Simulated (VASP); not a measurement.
Band structure of Be3CdTe4 (ordered alloy cell). Computed with PBEsol GGA, VASP's PBE PAW potentials (set 64) (plane waves; VASP 6.6.1).

Unless said otherwise, spin-orbit coupling is left out, though it shifts the bands of the heavy elements here.

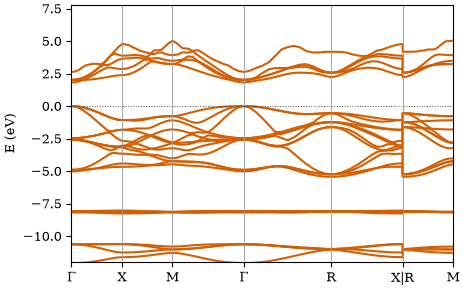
*Bands along high-symmetry lines, zero at the valence-band maximum or, without a gap, the Fermi level*

**Question.** Read the plot: is there a gap, and where are the band edges?

**Answer.** The gap is direct, 1.81 eV, from the valence maximum at Γ to the conduction minimum at Γ. (Edges off the drawn lines would not show.)

The structure was generated: Be3CdTe4 was put into an ordered model structure (P-43m), which need not be its known phase. It was relaxed first.
